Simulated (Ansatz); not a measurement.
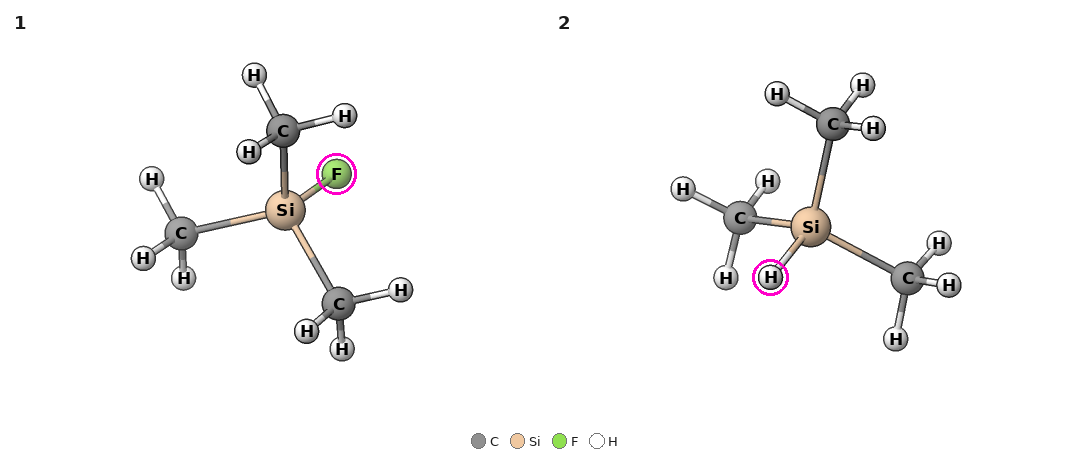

2 molecules with one skeleton, seen from the same side and at one scale; the atom that differs is circled. Charge 0, singlet. Computed geometries: PBE0-D4/def2-TZVP optimisations, one conformation each. Properties computed with Ansatz 0.2.0.

One atom differs, called X below: F in panel 1, H in panel 2. Their formulas are C3H9FSi (`C[Si](C)(C)F`), C3H10Si (`C[SiH](C)C`).

In which is the length of X–Si larger (PBE0-D4/def2-TZVP)?

In panel 1 (X = F).

In which is the harmonic zero-point energy higher (PBE0-D4/def2-TZVP)?

In panel 2 (X = H).

Give the values. With PBE0-D4/def2-TZVP: length of X–Si (Å), mean angle C–Si–X (°), harmonic zero-point energy (kJ/mol). With r2SCAN-D4/def2-TZVPP: dipole moment (D), HOMO energy (Kohn–Sham orbital) (eV), HOMO–LUMO gap (eV).

| quantity | 1 (F) | 2 (H) | 2 − 1 |
| --- | --- | --- | --- |
| length of X–Si (Å) | 1.613 | 1.494 | −0.119 |
| mean angle C–Si–X (°) | 107.3 | 108.6 | +1.3 |
| dipole moment (D) | 1.76 | 0.62 | −1.14 |
| HOMO energy (Kohn–Sham orbital) (eV) | −7.51 | −7.51 | 0.00 |
| HOMO–LUMO gap (eV) | 8.50 | 8.67 | +0.17 |
| harmonic zero-point energy (kJ/mol) | 297.4 | 311.6 | +14.2 |
